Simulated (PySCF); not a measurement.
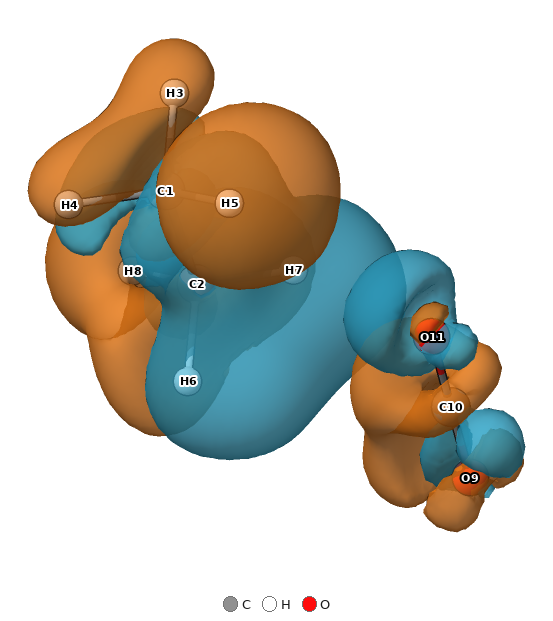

C$_{3}$H$_{6}$O$_{2}$, SMILES `CC.O=C=O`. Density of the complex less the densities of the two fragments at the same geometry, ±0.0004 e/Å³ (light blue: gain, orange: loss). Fragment A: H6C2 (atoms 1–8); fragment B: CO2.

Computed with PySCF, PBE0/def2-SVPD, geometry: GFN2-xTB.

Input

```python
import numpy as np
from pyscf import gto, scf, dft
from pyscf.scf import atom_ks, atom_hf
from scipy.linalg import block_diag
from pyscf.dispersion import dftd3

def solve(mol, dm0=None, hcore=None):
    mf = (dft.UKS if mol.spin else dft.RKS)(mol, xc='pbe0')
    mf.grids.level = 3
    mf = mf.density_fit(auxbasis='def2-universal-jkfit')
    mf.conv_tol, mf.max_cycle = 1e-8, 80
    if hcore is not None:
        mf.get_hcore = lambda *args: hcore
    mf.kernel(dm0)
    if not mf.converged:
        mf = mf.newton().run(mf.mo_coeff, mf.mo_occ, max_cycle=30)
    assert mf.converged, 'SCF not converged'
    return mf

mol = gto.M(atom='''
C     -2.19367     0.62278     0.01083
C     -1.80737    -0.84886    -0.01095
H     -2.77485     0.87737    -0.87258
H     -2.79357     0.84660     0.89012
H     -1.30897     1.25510     0.03084
H     -1.22734    -1.10887     0.87220
H     -1.21086    -1.07865    -0.89155
H     -2.69596    -1.47578    -0.02992
O      1.89301    -1.02180     0.00913
C      1.63560     0.09228     0.00011
O      1.38252     1.20768    -0.00901
''', basis='def2-svpd', charge=0, spin=0, verbose=4)
mol_a = gto.M(atom='''
C     -2.19367     0.62278     0.01083
C     -1.80737    -0.84886    -0.01095
H     -2.77485     0.87737    -0.87258
H     -2.79357     0.84660     0.89012
H     -1.30897     1.25510     0.03084
H     -1.22734    -1.10887     0.87220
H     -1.21086    -1.07865    -0.89155
H     -2.69596    -1.47578    -0.02992
ghost-O      1.89301    -1.02180     0.00913
ghost-C      1.63560     0.09228     0.00011
ghost-O      1.38252     1.20768    -0.00901
''', basis='def2-svpd', charge=0, spin=0, verbose=4)
mol_b = gto.M(atom='''
ghost-C     -2.19367     0.62278     0.01083
ghost-C     -1.80737    -0.84886    -0.01095
ghost-H     -2.77485     0.87737    -0.87258
ghost-H     -2.79357     0.84660     0.89012
ghost-H     -1.30897     1.25510     0.03084
ghost-H     -1.22734    -1.10887     0.87220
ghost-H     -1.21086    -1.07865    -0.89155
ghost-H     -2.69596    -1.47578    -0.02992
O      1.89301    -1.02180     0.00913
C      1.63560     0.09228     0.00011
O      1.38252     1.20768    -0.00901
''', basis='def2-svpd', charge=0, spin=0, verbose=4)
ab, a, b = solve(mol), solve(mol_a), solve(mol_b)
e_int = ab.e_tot - a.e_tot - b.e_tot
print('counterpoise-corrected interaction energy / kcal/mol', e_int * 627.5095)
def disp(atoms, charge):
    m = gto.M(atom=atoms, charge=charge, basis='sto-3g', spin=None, unit='Bohr', verbose=0)
    return dftd3.DFTD3Dispersion(m, xc='pbe0', version='d3bj').get_dispersion()['energy']
e_disp = disp(mol._atom, mol.charge) - disp(mol._atom[:8], mol_a.charge) - disp(mol._atom[8:], mol_b.charge)
print('D3(BJ) part / kcal/mol', e_disp * 627.5095)
# spherically averaged free atoms, for the promolecule
atm = atom_ks.get_atm_nrks(mol, xc='pbe0')
pro = block_diag(*[(atm[a[0]][2] * atm[a[0]][3]) @ atm[a[0]][2].T for a in mol._atom])
np.savez('result.npz', e_int=e_int, e_disp=e_disp, dm_a=a.make_rdm1(), dm_b=b.make_rdm1(), c=ab.mo_coeff, occ=ab.mo_occ, eps=ab.mo_energy, pro=pro, d=[f.dip_moment(verbose=0) for f in (ab, a, b)])
```

Launched as:

```sh
OMP_NUM_THREADS=1 python input.py
```

The run took 36 s on 1 thread of Arm Neoverse V2, on a shared host, peak memory 0.67 GiB.

Partitions, critical points and surface values were worked out afterwards from this run's density.

How is the density rearranged on binding?

Answer. Hirshfeld charges show almost no net transfer (under 0.005 e). 0.02 e is displaced in all, which induces a dipole of 0.06 D.

What is the interaction energy, and which contacts carry it?

Answer. The counterpoise-corrected interaction energy of the frozen fragments is −0.1 kcal/mol without dispersion correction and −1.0 kcal/mol with D3(BJ). The pair geometry is semi-empirical, not a minimum at this level. Contacts: H5···O11, weak C–H hydrogen bond, 2.69 Å, ρ = 0.006 a.u.; C2···O9, 3.70 Å, ρ = 0.003 a.u., a bond path close to vanishing (ellipticity 2.4). The pose is a local one from a semi-empirical search, not shown to be the most stable.
